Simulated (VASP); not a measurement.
Band structure of VN (space group P-6m2). Level of theory: PBEsol GGA, VASP's PBE PAW potentials (set 64) (plane waves; VASP).

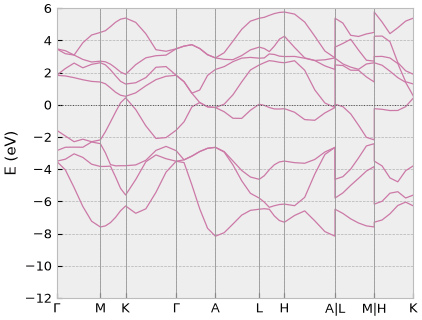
*Bands along high-symmetry lines, zero at the valence-band maximum or, without a gap, the Fermi level*

Question: Read the plot: is there a gap, and where are the band edges?

Answer: It has no gap at this level: it comes out as a metal or semimetal.

The structure comes from a computed database's VN entry; how it stands against other phases isn't given here. The cell was not relaxed at this level. The run is not spin-polarised, so no magnetic state was tried.
